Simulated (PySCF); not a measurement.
# One shape, several levels: SiH3S (SMILES [SiH2]S)

Wanted: a comparison of 6 runs (U-revPBE/def2-TZVP, U-wB97M-V/def2-TZVP, U-wB97X/def2-TZVP, UB2PLYP/def2-TZVP, UBHLYP/def2-TZVP, UTPSS/def2-TZVP) of SiH3S. The job is set up through a Python script.

The calculation is run with PySCF 2.14.0.

5 further runs of the same task are left out: 1 that didn't finish, 4 set aside as unsound or not needed.

### 1 Starting point

SiH3S: 5 atoms, total charge 0, spin state doublet. As SMILES, `[SiH2]S`. The Si1–S2 distance was set to 3.838 Å, away from the relaxed value. At this shape a bond of the SMILES string is far longer than usual.

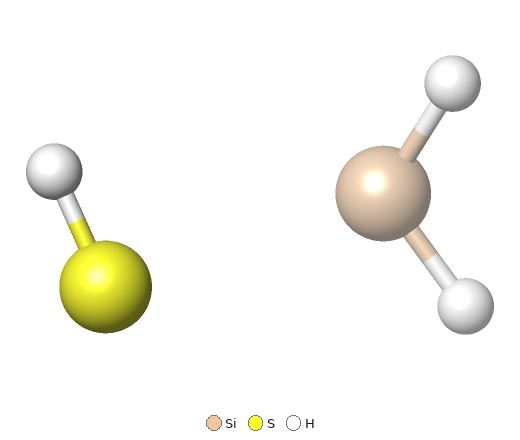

The structure, seen from a chosen angle (silicon light orange, sulfur yellow, hydrogen white).

### 2 The energy at U-revPBE/def2-TZVP (run 1)

calc.py

```python
from pyscf import gto, dft

mol = gto.Mole()
mol.atom = [
    ('Si', (-0.391815, -2.373972, -0.321140)),
    ('S', (0.273100, 1.406000, -0.294500)),
    ('H', (-0.390015, -2.936772, 1.061160)),
    ('H', (-1.735815, -2.523172, -0.941740)),
    ('H', (1.407800, 1.314300, 0.419300)),
]
mol.basis = 'def2-tzvp'
mol.spin = 1
mol.verbose = 3
mol.charge = 0
mol.max_memory = 1860
mol.build()

mf = dft.UKS(mol, xc='revpbe')
mf.conv_tol = 1e-10
mf.grids.level = 5
mf.kernel()
if not mf.converged:
    mf = mf.newton().run(mf.mo_coeff, mf.mo_occ)

e_final = mf.e_tot
print('E(%s) = %.9f' % ('REVPBE', e_final))
```

Started as:

```sh
$ OMP_NUM_THREADS=1 python calc.py
```

What it wrote:

```text
WARN: HOMO -0.151861536374599 >= LUMO -0.151126705978349

SCF not converged.
SCF energy = -689.243684528284 after 50 cycles  <S^2> = 0.90607731  2S+1 = 2.1504207
converged SCF energy = -689.243684531032  <S^2> = 0.90608759  2S+1 = 2.1504303
E(REVPBE) = -689.243684531
```

Wall time 57 s (1 thread of Intel Xeon Platinum 8259CL at 2.50GHz (Skylake/Cascade Lake), shared host); peak memory 0.63 GiB.

### 3 The energy at U-wB97M-V/def2-TZVP (run 2)

mol.xyz

```xyz
5
H3SSi
Si    -0.391815    -2.373972    -0.321140
S      0.273100     1.406000    -0.294500
H     -0.390015    -2.936772     1.061160
H     -1.735815    -2.523172    -0.941740
H      1.407800     1.314300     0.419300
```

run.py

```python
from pyscf import gto, dft

mol = gto.Mole()
mol.atom = 'mol.xyz'
mol.verbose = 4
mol.basis = 'def2-tzvp'
mol.spin = 1
mol.charge = 0
mol.max_memory = 1860
mol.build()

myscf = dft.UKS(mol)
myscf.xc = 'wb97m-v'
myscf.conv_tol = 1e-10
myscf.grids.level = 5
myscf.nlcgrids.level = 1
myscf.kernel()
if not myscf.converged:
    myscf = myscf.newton().run(myscf.mo_coeff, myscf.mo_occ)

etot = myscf.e_tot
print('E(%s) = %.9f' % ('WB97M-V', etot))
```

Started as:

```sh
$ OMP_NUM_THREADS=1 python run.py
```

What it wrote:

```text
PySCF version 2.14.0

[... 189 lines left out ...]
converged SCF energy = -689.310676040704  <S^2> = 0.80279909  2S+1 = 2.05212
E(WB97M-V) = -689.310676041
```

Run time: 6 min. Hardware: 1 thread of Intel Xeon Platinum 8259CL at 2.50GHz (Skylake/Cascade Lake), shared host; peak memory 0.51 GiB.

Run 3 isn't shown in full; the table further down has it.

### 4 The energy at UB2PLYP/def2-TZVP (run 4)

job.py

```python
from pyscf import gto, dft, mp

mol = gto.M(
    atom=[
    ('Si', (-0.391815, -2.373972, -0.321140)),
    ('S', (0.273100, 1.406000, -0.294500)),
    ('H', (-0.390015, -2.936772, 1.061160)),
    ('H', (-1.735815, -2.523172, -0.941740)),
    ('H', (1.407800, 1.314300, 0.419300)),
],
    spin=1,
    verbose=3,
    basis='def2-tzvp',
    max_memory=1860,
)

mf = dft.UKS(mol)
mf.xc = '0.53*HF + 0.47*B88, 0.73*LYP'
mf.grids.level = 5
mf.conv_tol = 1e-10
mf.kernel()
if not mf.converged:
    mf = mf.newton().run(mf.mo_coeff, mf.mo_occ)

pt = mp.MP2(mf, frozen=10).run()
e_final = mf.e_tot + 0.27 * pt.e_corr
print('PT2 part  %.8f' % (0.27 * pt.e_corr))
print('Final energy', e_final)
```

Started as:

```sh
$ OMP_NUM_THREADS=1 python job.py
```

What it wrote:

```text
WARN: HOMO -0.195231393511083 >= LUMO -0.195231393511087

converged SCF energy = -689.029387254517  <S^2> = 1.1055045  2S+1 = 2.3285227
E(UMP2) = -689.332121092743  E_corr = -0.302733838225318
E(SCS-UMP2) = -689.344900095672  E_corr = -0.315512841154721
PT2 part  -0.08173814
Final energy -689.1111253908382
```

It took 62 s on 1 thread of Intel Xeon Platinum 8259CL at 2.50GHz (Skylake/Cascade Lake), shared host; peak memory 0.46 GiB.

Run 5 isn't shown in full; the table further down has it.

### 5 A single-point energy at UTPSS/def2-TZVP (run 6)

job.py

```python
from pyscf import gto, dft

mol = gto.M(
    atom='''
Si      -0.391815      -2.373972      -0.321140
S        0.273100       1.406000      -0.294500
H       -0.390015      -2.936772       1.061160
H       -1.735815      -2.523172      -0.941740
H        1.407800       1.314300       0.419300
''',
    charge=0,
    basis='def2-tzvp',
    max_memory=1860,
    verbose=3,
    spin=1,
)

mf = dft.UKS(mol, xc='tpss')
mf.grids.level = 5
mf.conv_tol = 1e-10
mf.kernel()
if not mf.converged:
    mf = mf.newton().run(mf.mo_coeff, mf.mo_occ)

energy = mf.e_tot
print(f'total energy: {energy:.8f} hartree')
```

Started as:

```sh
$ OMP_NUM_THREADS=1 python job.py
```

What it wrote:

```text
WARN: HOMO -0.212568035687255 >= LUMO -0.212568035687262

converged SCF energy = -689.422498851206  <S^2> = 0.95353691  2S+1 = 2.1941166
total energy: -689.42249885 hartree
```

Run time: 84 s. Hardware: 1 thread of Intel Xeon Platinum 8259CL at 2.50GHz (Skylake/Cascade Lake), shared host; peak memory 0.51 GiB.

### 6 All runs side by side

```
run                level  nlc grid  frozen core orbitals  energy (Eh)  dipole moment (D)  HOMO energy (eV)  LUMO energy (eV)  wall time
  1   U-revPBE/def2-TZVP         –                     –  -689.243685               2.89             -5.45             -5.00       57 s
  2  U-wB97M-V/def2-TZVP         1                     –  -689.310676               1.17             -8.44             -2.43      6 min
  3    U-wB97X/def2-TZVP         –                     –  -689.354781               1.37             -8.81             -2.24    2.8 min
  4    UB2PLYP/def2-TZVP         –                    10  -689.111125               1.26             -7.53             -2.68       62 s
  5     UBHLYP/def2-TZVP         –                     –  -689.369842               1.39             -7.54             -3.13       99 s
  6      UTPSS/def2-TZVP         –                     –  -689.422499               2.81             -5.62             -4.97       84 s
```

### 7 Summary of results

```
                                 quantity          value
                      run 6: total energy  -689.42250 Eh
                     run 6: dipole moment         2.81 D
run 6: HOMO energy (highest over α and β)       -5.62 eV
 run 6: LUMO energy (lowest over α and β)       -4.97 eV
                              run 6: ⟨S²⟩          0.954
```

In words: The dipole moment (its size) runs from 1.17 D (U-wB97M-V/def2-TZVP) to 2.89 D (U-revPBE/def2-TZVP). Totals of different functionals can't be ranked against each other. Spin contamination of the reference: run 4 ⟨S²⟩ = 1.11, run 5 ⟨S²⟩ = 1.03, run 3 ⟨S²⟩ = 0.98, run 6 ⟨S²⟩ = 0.95, run 1 ⟨S²⟩ = 0.91. All runs together took 14 min, the longest 6 min.
